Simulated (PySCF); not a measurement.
Consider C$_{2}$H$_{11}$Si$_{3}$ (SMILES [SiH3]C[C]([SiH3])[SiH3]) (doublet).

```xyz
16

Si   -2.2034    0.0991    0.1943
C    -0.5489    1.0754    0.0240
C     0.6058    0.1698   -0.0598
Si    1.4011   -0.3969    1.5303
Si    1.1147   -0.4667   -1.7386
H    -2.1644   -0.6914    1.4238
H    -3.2902    1.0802    0.2620
H    -2.3726   -0.7572   -0.9778
H    -0.4885    1.7320    0.8952
H    -0.6455    1.6979   -0.8687
H     2.7493   -0.8928    1.2547
H     0.6260   -1.4679    2.1798
H     1.4653    0.7283    2.4741
H     1.0676    0.6304   -2.7164
H     2.4707   -1.0106   -1.6666
H     0.2054   -1.5207   -2.2216
```

Geometry: GFN2-xTB.

All numbers below come from UKS B3LYP, pcH-1 on C H Si, non-relativistic, mean-field spin-orbit, GIAO (PySCF 2.14.0, density-fitted response routines).

Q: What can the converged electron density, electron localisation function and spin density tell about the bonding?

A: C–C (1.47 Å): ρ is about 1.8 e/Å³ halfway; the ELF peaks at about 0.95 between the atoms: a shared electron pair.
C–Si (1.87 Å): ρ is about 0.94 e/Å³ halfway; the ELF peaks at about 0.95 between the atoms (a shared electron pair).
The unpaired spin (1 electron) lies mostly on C3 (about 0.6) and Si1 (about 0.1), in electrons by Hirshfeld's partition.

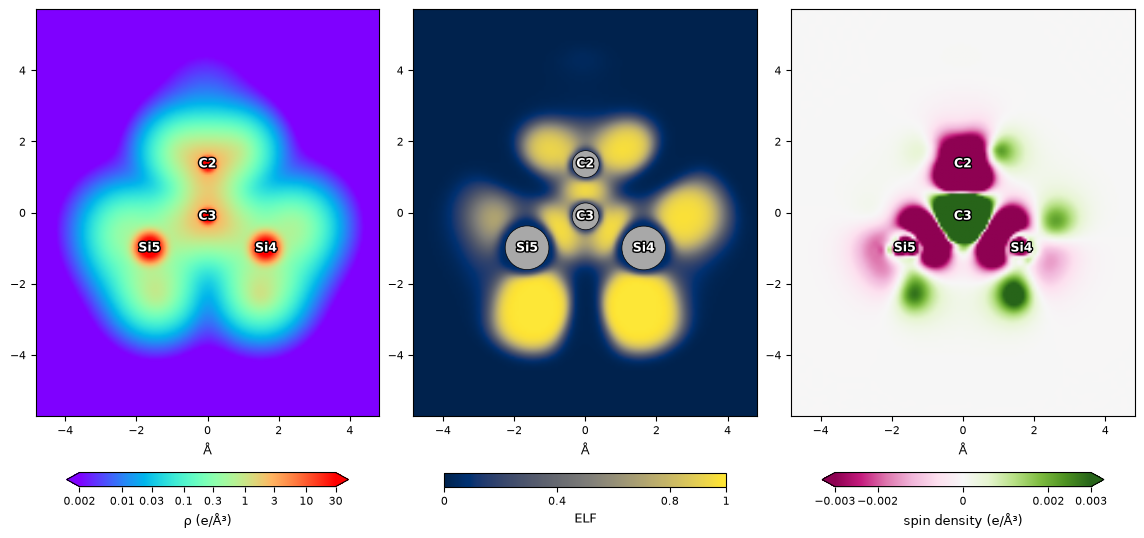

Computed electron density, electron localisation function and spin density on the plane of atoms C2, C3 and Si5, in this order. Grey discs cover the atomic cores in the ELF map. 
